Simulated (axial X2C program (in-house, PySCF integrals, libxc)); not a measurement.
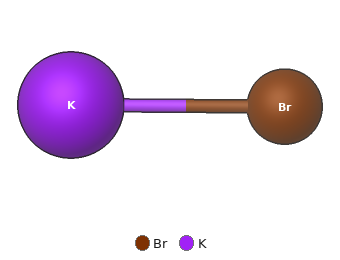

*The molecule at the reference distance of 2.981 Å.*

Relativistic diatomic calculation for BrK⁻

System: BrK⁻, single determinant with Ω = 1/2. The distance is the PBE0 minimum at charge −1.
Method: expectation values, HF and Kohn-Sham, two-component X2C with atomic mean-field Coulomb and Gaunt terms, Br dyall-acv3z, K dyall-acv3z (cores contracted) (axial X2C program (in-house, PySCF integrals, libxc)).

**Input file**
```
{"zs": [35, 19], "q": -1, "bas": ["dyall-acv3z", "dyall-acv3z"], "r0": 3.1, "levels": ["PBE0", "HF", "PBE", "r2SCAN", "BP86"], "nst": 3}
```

The line is the task of a batch: nuclear charges, charge, bases, the levels to run, a first guess of the distance and further settings. This report covers the levels named above. The log is that of the reference distance, started from orbitals converged before.

Hardware: 1 thread of Intel Xeon (Granite Rapids), 192 GiB of memory available, shared host.

Launched within a batch (the task file carries these settings):
```bash
python <driver script> task.json out
```

**The program's output**
```
two-component X2C + atomic mean field  PBE0
basis functions 225  fitting functions 1034  grid points 5804
iter        total energy     max residual
   1      -3207.231661026     5.37e-05
   2      -3207.231661029     9.16e-06
converged
one-electron -4695.28351905  Coulomb 1497.43088007  exact exchange -31.03785080  xc functional -95.28316233  nuclear repulsion 118.04858949  atomic mean-field constant -1.10659841
```

**Expectation values by level of theory**

| quantity | PBE0 | HF | PBE | r2SCAN | BP86 |
| --- | --- | --- | --- | --- | --- |
| effective field for an electron dipole moment (GV/cm) | 0.166 | 0.121 | 0.180 | 0.189 | 0.192 |
| field gradient at the first nucleus (a.u.) | 0.154 | −0.0493 | 0.187 | 0.0468 | 0.159 |
| field gradient at the second nucleus (a.u.) | −0.421 | −0.456 | −0.411 | −0.429 | −0.407 |
| A∥/gI, first nucleus (MHz) | 34.9 | 21.2 | 39.9 | 36.0 | 42.1 |
| A∥/gI, second nucleus (MHz) | 265 | 189 | 283 | 290 | 309 |

Each column comes from one determinant, in a basis with contracted cores. The levels disagree widely: the field gradient at the first nucleus runs from −0.0493 to 0.187 a.u. They may not all have settled in the same state, and these values aren't reliable properties of the molecule.

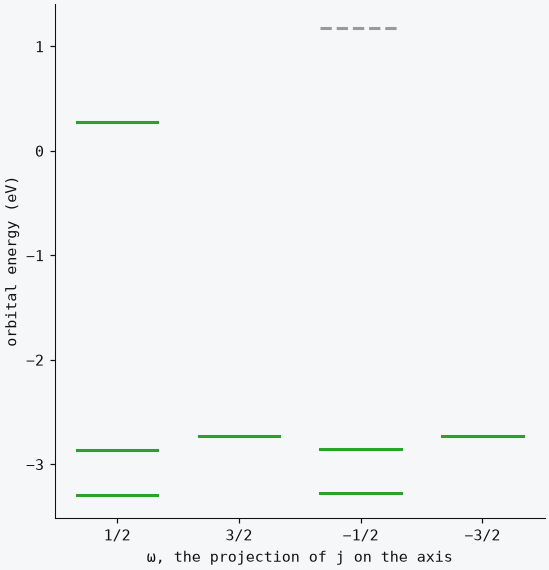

*Orbital energies (PBE0) near the frontier at 2.98 Å, filled (solid) and empty (dashed).*

The highest filled spinor (1/2; 69 % K s, 28 % K p) lies at 0.28 eV, the lowest empty one (−1/2; 100 % K p) at 1.18 eV. A filled level above zero is held only by the finite basis .

**Summary**

- outcome: converged; the levels of theory disagree widely; a filled level lies above zero
- wall time: 4.9 s
- peak memory: 0.48 GiB

**Remarks**

The highest filled level (PBE0, up to 0.28 eV) lies above zero. That is common for anions, where the functional's self-interaction leaves the outer electrons unbound; only the finite basis holds them, so such levels depend on it.
